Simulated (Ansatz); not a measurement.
**Nudged elastic band of AlSiN₂H₇O**

- system: AlSiN₂H₇O
- method: RKS PBE-D4/def2-SVP (Ansatz 0.2.0)

It belongs to a series of runs on one base structure; here: band between the two ends.

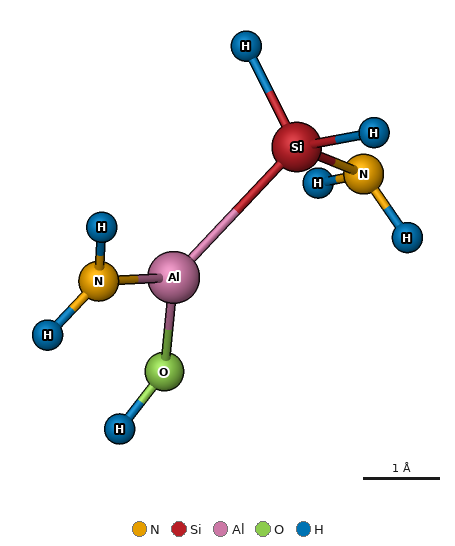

Figure 1. The structure as given in the input (ball-and-stick view, seen at a tilt). Sticks mark near contacts. Bond lengths as drawn: Al–N 1.79 Å, Al–O 1.73 Å, Al–Si 2.46 Å, H–N 1.02 to 1.03 Å, H–O 0.97 Å, H–Si 1.51 Å and N–Si 1.77 Å.

**Input**
```yaml
crystal:
  periodic: [false, false, false]
  atoms:
    - { symbol: "N", position_ang: [-1.939738, 0.70944, 1.617258] }
    - { symbol: Si, position_ang: [-0.706991, -0.512818, 1.261183] }
    - { symbol: Al, position_ang: [0.619708, -0.00486, -0.746092] }
    - { symbol: "N", position_ang: [2.025336, -0.932802, -1.353677] }
    - { symbol: O, position_ang: [0.066577, 1.407845, -1.578187] }
    - { symbol: H, position_ang: [-1.550099, 1.634267, 1.834718] }
    - { symbol: H, position_ang: [-2.615655, 0.845352, 0.856092] }
    - { symbol: H, position_ang: [0.168277, -0.623489, 2.488323] }
    - { symbol: H, position_ang: [-1.421425, -1.837915, 1.124337] }
    - { symbol: H, position_ang: [2.386308, -1.772754, -0.894318] }
    - { symbol: H, position_ang: [2.589348, -0.730211, -2.18303] }
    - { symbol: H, position_ang: [0.455353, 1.762646, -2.392608] }
basis:
  gaussian: { orbitals: def2-SVP }
hamiltonian:
  xc: pbe
  dispersion: d4
neb:
  order_check: false
  images: 7
  f_tol: 0.03
  max_iterations: 60
  initial_path: idpp
  final_atoms:
    - { symbol: "N", position_ang: [-1.55586786, 0.95787127, 1.55264681] }
    - { symbol: Si, position_ang: [-0.78841325, -0.57469013, 1.15407282] }
    - { symbol: Al, position_ang: [0.60375065, -0.03280917, -0.77641306] }
    - { symbol: "N", position_ang: [2.12179345, -0.85044973, -1.24617544] }
    - { symbol: O, position_ang: [-0.0511878, 1.28256349, -1.68637109] }
    - { symbol: H, position_ang: [-1.87528168, 1.51092718, 0.75160587] }
    - { symbol: H, position_ang: [-2.26606915, 0.97748244, 2.29074337] }
    - { symbol: H, position_ang: [0.0101663, -1.03225559, 2.35352489] }
    - { symbol: H, position_ang: [-1.72390831, -1.74243861, 0.86801045] }
    - { symbol: H, position_ang: [2.53958545, -1.61529203, -0.71074473] }
    - { symbol: H, position_ang: [2.71120169, -0.6371127, -2.05423427] }
    - { symbol: H, position_ang: [0.3512295, 1.70090457, -2.46266662] }
```

Run as:
```bash
ansatz run input.yaml --threads 2 --pin off --max-ram 3072MiB --backend cpu --events-out ev --progress --plain --runs-dir out
```

**The program's output**
```
Engine: ansatz 0.2.0, x86_64-unknown-linux-gnu
Functional definition: PBE
  parameter kappa = 0.804
  parameter beta = 0.06672455060314922
  exchange = pbe_x(kappa = kappa, mu = beta*pi^2/3)
  correlation = pbe_c(beta = beta)
1282 factors; their error is unknown
mean field evaluation 1: about -19575.1803 eV, gradient 1.0e2 eV
mean field evaluation 2: about -19456.6386 eV, gradient 2.2e2 eV
mean field evaluation 4: about -19594.9481 eV, gradient 2.5e1 eV
mean field evaluation 8: about -19596.2924 eV, gradient 3.3e-1 eV
mean field evaluation 16: about -19596.2160 eV, gradient 1.3e-3 eV
mean field -19596.21602153 eV, -720.1476559988 hartree, gradient 5.6e-5 eV, S^2 0.000000; 0 other end points of the search recorded, 0 dependent functions left out
the calculation of the forces begins
reference -19596.21606690 eV, -720.1476576661 hartree; 28, 28 occupied and 85, 85 virtual orbitals, 1282 factors
1282 factors; their error is unknown
mean field evaluation 32: about -19596.2624 eV, gradient 9.7e-3 eV
mean field -19596.26244245 eV, -720.1493619361 hartree, gradient 4.5e-5 eV, S^2 0.000000; 0 other end points of the search recorded, 0 dependent functions left out
[... from here on the field's lines of each further geometry are left out, up to the last ...]
NEB iter   1: max|band force component| = 4.552e-1 eV/Å  barrier→ = 0.0648 eV  barrier← = 0.1161 eV  CI = image 4  Δτ_max = 0.1985 Å  (256 SCF iters)
NEB iter   2: max|band force component| = 2.808e-1 eV/Å  barrier→ = 0.0208 eV  barrier← = 0.0721 eV  CI = image 3  Δτ_max = 0.0749 Å  (198 SCF iters)
NEB iter   3: max|band force component| = 1.471e-1 eV/Å  barrier→ = 0.0113 eV  barrier← = 0.0626 eV  CI = image 3  Δτ_max = 0.0734 Å  (206 SCF iters)
NEB iter   4: max|band force component| = 8.421e-2 eV/Å  barrier→ = 0.0092 eV  barrier← = 0.0605 eV  CI = image 3  Δτ_max = 0.0782 Å  (207 SCF iters)
NEB iter   5: max|band force component| = 8.593e-2 eV/Å  barrier→ = 0.0073 eV  barrier← = 0.0586 eV  CI = image 3  Δτ_max = 0.0392 Å  (202 SCF iters)
NEB iter   6: max|band force component| = 4.938e-2 eV/Å  barrier→ = 0.0063 eV  barrier← = 0.0576 eV  CI = image 3  Δτ_max = 0.0392 Å  (206 SCF iters)
NEB iter   7: max|band force component| = 4.797e-2 eV/Å  barrier→ = 0.0053 eV  barrier← = 0.0566 eV  CI = image 3  Δτ_max = 0.0393 Å  (199 SCF iters)
NEB iter   8: max|band force component| = 5.017e-2 eV/Å  barrier→ = 0.0044 eV  barrier← = 0.0558 eV  CI = image 3  Δτ_max = 0.0196 Å  (201 SCF iters)
NEB iter   9: max|band force component| = 3.811e-2 eV/Å  barrier→ = 0.0041 eV  barrier← = 0.0554 eV  CI = image 3  Δτ_max = 0.0196 Å  (203 SCF iters)
NEB iter  10: max|band force component| = 3.160e-2 eV/Å  barrier→ = 0.0038 eV  barrier← = 0.0551 eV  CI = image 3  Δτ_max = 0.0196 Å  (196 SCF iters)
NEB iter  11: max|band force component| = 2.332e-2 eV/Å  barrier→ = 0.0035 eV  barrier← = 0.0548 eV  CI = image 3  Δτ_max = 0.0196 Å  (197 SCF iters)
NEB iter  12: max|band force component| = 3.239e-2 eV/Å  barrier→ = 0.0032 eV  barrier← = 0.0545 eV  CI = image 3  Δτ_max = 0.0391 Å  (30 SCF iters)
the calculation of the forces begins
reference -19596.25950361 eV, -720.1492539360 hartree; 28, 28 occupied and 85, 85 virtual orbitals, 1282 factors
1282 factors; their error is unknown
mean field -19596.21104003 eV, -720.1474729322 hartree, gradient 2.4e-5 eV, S^2 0.000000; 1 other end points of the search recorded, 0 dependent functions left out
the calculation of the forces begins
reference -19596.21108512 eV, -720.1474745891 hartree; 28, 28 occupied and 85, 85 virtual orbitals, 1282 factors
NEB iter  13: max|band force component| = 2.563e-2 eV/Å  barrier→ = 0.0028 eV  barrier← = 0.0542 eV  CI = image 3  Δτ_max = 0.0000 Å  (410 SCF iters)
```

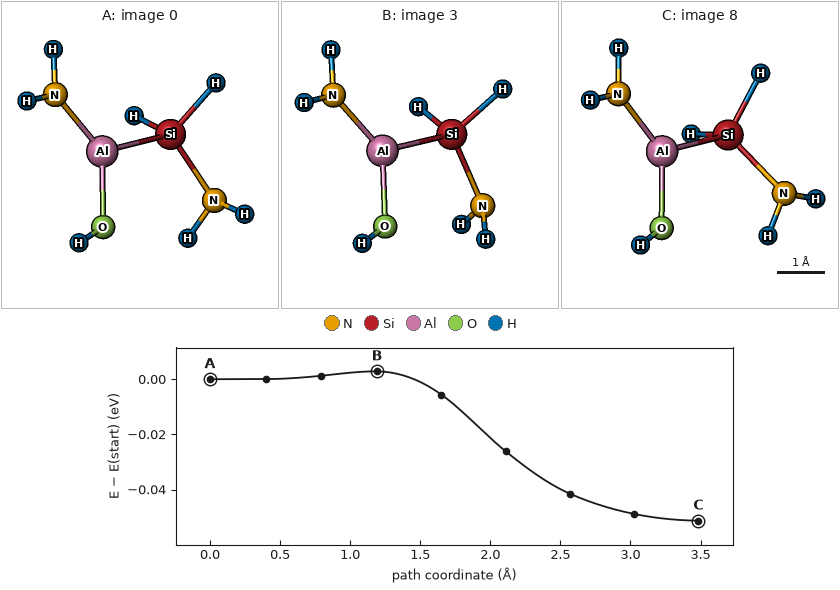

Figure 2. Images of the last band (counted from 0; ball-and-stick, seen at a tilt) above the energy along the path; the line is a cubic interpolation that uses the forces. The highest image is number 3, 0.003 eV above the start and 0.054 eV above the end (the climbing image); the end lies 0.051 eV below the start. The path is 3.48 Å long. The band converged in 13 iterations.

```
Total energy: -19596.44305362 eV, -720.1559992742 hartree
Atom 0 at    -2.029405     0.694534     1.390435 Å, force    -0.002287    -0.004709    -0.011352 eV/Å
Atom 1 at    -0.726129    -0.494148     1.266249 Å, force    -0.003728     0.005258    -0.001831 eV/Å
Atom 2 at     0.732163     0.050440    -0.629049 Å, force    -0.001277     0.000759     0.002578 eV/Å
Atom 3 at     2.073625    -0.932980    -1.288790 Å, force     0.001651    -0.000309    -0.003160 eV/Å
Atom 4 at     0.311192     1.577181    -1.326220 Å, force     0.003558    -0.002612    -0.000556 eV/Å
Atom 5 at    -1.812786     1.623276     1.014152 Å, force     0.003806    -0.001744     0.004072 eV/Å
Atom 6 at    -2.926352     0.392030     0.999063 Å, force     0.001737    -0.001504     0.005055 eV/Å
Atom 7 at     0.050552    -0.582156     2.562658 Å, force    -0.000232     0.002399     0.001096 eV/Å
Atom 8 at    -1.384304    -1.846293     1.106916 Å, force     0.001009     0.000258     0.001797 eV/Å
Atom 9 at     2.360953    -1.833726    -0.898200 Å, force    -0.003003    -0.000204     0.000976 eV/Å
Atom 10 at     2.667577    -0.705306    -2.089986 Å, force    -0.001145     0.001054    -0.000410 eV/Å
Atom 11 at     0.759913     2.001849    -2.073230 Å, force    -0.000089     0.001354     0.001735 eV/Å
Dipole moment:     0.273086    -0.015259    -0.530258 e Å
this run last wrote the band of iteration 13 to [file]; this run last wrote the band within `neb.f_tol` of iteration 11 to [file]
```

**The last band as extended XYZ (Å, eV, eV/Å)**
```
12
Properties=species:S:1:pos:R:3:forces:R:3 image=0 energy=-19596.44585
N    -1.9397    0.7094    1.6173   -0.0037   0.0039   0.0017
Si   -0.7070   -0.5128    1.2612    0.0021  -0.0050  -0.0014
Al    0.6197   -0.0049   -0.7461    0.0006   0.0002   0.0010
N     2.0253   -0.9328   -1.3537    0.0053  -0.0057   0.0004
O     0.0666    1.4078   -1.5782    0.0013   0.0046  -0.0097
H    -1.5501    1.6343    1.8347    0.0004   0.0013   0.0003
H    -2.6157    0.8454    0.8561    0.0008   0.0004  -0.0016
H     0.1683   -0.6235    2.4883   -0.0021  -0.0011   0.0000
H    -1.4214   -1.8379    1.1243    0.0029   0.0001   0.0014
H     2.3863   -1.7728   -0.8943    0.0014   0.0029  -0.0045
H     2.5893   -0.7302   -2.1830   -0.0053  -0.0010   0.0050
H     0.4554    1.7626   -2.3926   -0.0037  -0.0006   0.0073
12
Properties=species:S:1:pos:R:3:forces:R:3 image=1 energy=-19596.44580
N    -2.0041    0.6696    1.5480    0.0004   0.0123  -0.0138
Si   -0.7029   -0.5030    1.2735    0.0020   0.0028   0.0001
Al    0.6593    0.0175   -0.7063   -0.0042   0.0012   0.0013
N     2.0239   -0.9458   -1.3507    0.0028  -0.0008  -0.0033
O     0.1697    1.4851   -1.4818    0.0002  -0.0012   0.0004
H    -1.6698    1.6371    1.6354   -0.0021  -0.0049   0.0081
H    -2.7116    0.6722    0.8033    0.0005  -0.0061   0.0047
H     0.1418   -0.5406    2.5263    0.0007  -0.0004   0.0027
H    -1.3571   -1.8603    1.1599   -0.0004  -0.0019  -0.0011
H     2.3514   -1.8175   -0.9271   -0.0009  -0.0005   0.0006
H     2.5933   -0.7333   -2.1737    0.0006  -0.0010   0.0002
H     0.5832    1.8638   -2.2727    0.0003   0.0004   0.0000
12
Properties=species:S:1:pos:R:3:forces:R:3 image=2 energy=-19596.44458
N    -2.0256    0.6734    1.4834   -0.0088   0.0151  -0.0058
Si   -0.7101   -0.4943    1.2747    0.0123  -0.0049  -0.0043
Al    0.6952    0.0352   -0.6698   -0.0034  -0.0004  -0.0034
N     2.0427   -0.9435   -1.3264    0.0013  -0.0019  -0.0021
O     0.2505    1.5385   -1.4028   -0.0001  -0.0026   0.0046
H    -1.7476    1.6511    1.3385   -0.0003  -0.0019   0.0112
H    -2.8295    0.4968    0.8706    0.0033  -0.0074  -0.0004
H     0.1104   -0.5482    2.5438   -0.0007   0.0097   0.0076
H    -1.3672   -1.8488    1.1506   -0.0028  -0.0060  -0.0059
H     2.3478   -1.8312   -0.9198   -0.0026  -0.0011  -0.0001
H     2.6228   -0.7258   -2.1405    0.0000   0.0010   0.0001
H     0.6877    1.9415   -2.1684    0.0019   0.0004  -0.0014
12
Properties=species:S:1:pos:R:3:forces:R:3 image=3 energy=-19596.44301
N    -2.0294    0.6945    1.3904   -0.0023  -0.0047  -0.0114
Si   -0.7261   -0.4941    1.2662   -0.0037   0.0053  -0.0018
Al    0.7322    0.0504   -0.6290   -0.0013   0.0008   0.0026
N     2.0736   -0.9330   -1.2888    0.0017  -0.0003  -0.0032
O     0.3112    1.5772   -1.3262    0.0036  -0.0026  -0.0006
H    -1.8128    1.6233    1.0142    0.0038  -0.0017   0.0041
H    -2.9264    0.3920    0.9991    0.0017  -0.0015   0.0051
H     0.0506   -0.5822    2.5627   -0.0002   0.0024   0.0011
H    -1.3843   -1.8463    1.1069    0.0010   0.0003   0.0018
H     2.3610   -1.8337   -0.8982   -0.0030  -0.0002   0.0010
H     2.6676   -0.7053   -2.0900   -0.0011   0.0011  -0.0004
H     0.7599    2.0018   -2.0732   -0.0001   0.0014   0.0017
12
Properties=species:S:1:pos:R:3:forces:R:3 image=4 energy=-19596.45144
N    -2.0053    0.7201    1.2781   -0.0200   0.0264  -0.0207
Si   -0.7642   -0.5239    1.2284    0.0114  -0.0131  -0.0026
Al    0.7601    0.0652   -0.5922   -0.0021   0.0052   0.0012
N     2.1281   -0.9008   -1.2188    0.0038   0.0006  -0.0028
O     0.3265    1.5876   -1.2896   -0.0005  -0.0036   0.0047
H    -1.8518    1.5489    0.6985    0.0080  -0.0094  -0.0165
H    -2.9865    0.4369    1.2329    0.0058  -0.0042   0.0347
H    -0.0497   -0.6853    2.5550   -0.0020  -0.0005   0.0039
H    -1.4111   -1.8740    0.9936   -0.0046  -0.0041  -0.0072
H     2.4142   -1.8009   -0.8258   -0.0013   0.0004   0.0025
H     2.7379   -0.6639   -2.0050    0.0012   0.0015   0.0008
H     0.7787    2.0349   -2.0209    0.0005   0.0009   0.0020
12
Properties=species:S:1:pos:R:3:forces:R:3 image=5 energy=-19596.47199
N    -1.9813    0.7413    1.2028   -0.0175   0.0176  -0.0105
Si   -0.8182   -0.5704    1.1666    0.0087  -0.0122  -0.0032
Al    0.7761    0.0734   -0.5680   -0.0016   0.0043  -0.0013
N     2.1894   -0.8606   -1.1375    0.0050   0.0018  -0.0010
O     0.3219    1.5810   -1.2828   -0.0026  -0.0053   0.0021
H    -1.9203    1.4364    0.4553    0.0016  -0.0140  -0.0186
H    -2.9561    0.5620    1.4538    0.0129   0.0131   0.0337
H    -0.1742   -0.7882    2.5205   -0.0044  -0.0066  -0.0006
H    -1.4479   -1.9168    0.8500   -0.0033  -0.0036  -0.0084
H     2.4769   -1.7569   -0.7371   -0.0005   0.0022   0.0047
H     2.8259   -0.6077   -1.8971    0.0027   0.0034   0.0036
H     0.7848    2.0514   -1.9923   -0.0010  -0.0007  -0.0005
12
Properties=species:S:1:pos:R:3:forces:R:3 image=6 energy=-19596.48737
N    -1.9513    0.7681    1.1943   -0.0088   0.0034   0.0025
Si   -0.8795   -0.6176    1.0814    0.0037  -0.0074  -0.0052
Al    0.7760    0.0712   -0.5757    0.0018   0.0001  -0.0006
N     2.2615   -0.8073   -1.0401    0.0016   0.0016   0.0018
O     0.3011    1.5450   -1.3432   -0.0029  -0.0033  -0.0036
H    -2.0163    1.3560    0.3590   -0.0035  -0.0013  -0.0038
H    -2.8714    0.6670    1.6314    0.0114   0.0096   0.0130
H    -0.2859   -0.9201    2.4401   -0.0015  -0.0058  -0.0026
H    -1.5435   -1.9276    0.6798   -0.0055  -0.0006  -0.0054
H     2.5612   -1.6844   -0.6075    0.0019   0.0029   0.0043
H     2.9347   -0.5354   -1.7604    0.0028   0.0027   0.0037
H     0.7902    2.0299   -2.0249   -0.0009  -0.0018  -0.0041
12
Properties=species:S:1:pos:R:3:forces:R:3 image=7 energy=-19596.49471
N    -1.9252    0.7786    1.2125   -0.0020   0.0031   0.0060
Si   -0.9373   -0.6583    0.9936    0.0007  -0.0034  -0.0040
Al    0.7672    0.0598   -0.5999    0.0017  -0.0024  -0.0015
N     2.3285   -0.7456   -0.9293    0.0007   0.0034  -0.0003
O     0.2719    1.4826   -1.4461   -0.0038  -0.0003  -0.0016
H    -2.0577    1.3592    0.3794    0.0001   0.0003  -0.0009
H    -2.8029    0.7101    1.7358    0.0033   0.0017   0.0031
H    -0.3699   -1.0703    2.3336   -0.0003  -0.0030  -0.0012
H    -1.6665   -1.9051    0.5091   -0.0027   0.0011  -0.0026
H     2.6498   -1.5844   -0.4400    0.0000   0.0017   0.0036
H     3.0345   -0.4573   -1.6107    0.0015   0.0004   0.0022
H     0.7847    1.9755   -2.1040    0.0007  -0.0026  -0.0028
12
Properties=species:S:1:pos:R:3:forces:R:3 image=8 energy=-19596.49716
N    -1.7769    0.8748    1.3502    0.0037  -0.0007  -0.0024
Si   -0.8938   -0.6173    1.0498    0.0025   0.0028  -0.0043
Al    0.6945   -0.0006   -0.6981   -0.0073   0.0058  -0.0006
N     2.2960   -0.7424   -0.9790   -0.0004   0.0021  -0.0014
O     0.0923    1.2859   -1.6826    0.0107  -0.0012  -0.0033
H    -2.0230    1.4155    0.5156   -0.0020   0.0007   0.0020
H    -2.5715    0.8571    1.9966   -0.0038   0.0007   0.0023
H    -0.2256   -1.0414    2.3380    0.0004   0.0002   0.0011
H    -1.7304   -1.8273    0.6539   -0.0032  -0.0026   0.0003
H     2.6821   -1.4887   -0.3957    0.0058  -0.0023  -0.0007
H     2.9681   -0.4974   -1.7098    0.0008  -0.0024   0.0014
H     0.5653    1.7265   -2.4049   -0.0071  -0.0030   0.0056
```

**Results in brief**

| quantity | value |
| --- | --- |
| outcome | converged |
| barrier, forward | 0.003 eV |
| barrier, backward | 0.054 eV |
| hardware | 2 threads of Intel Xeon (Granite Rapids), 16 GiB of memory available, shared host |
| wall time | 1.7 min (CPU time 3.3 min) |
| peak memory | 0.18 GiB |

**Remarks**

The order of the saddle point was not checked.
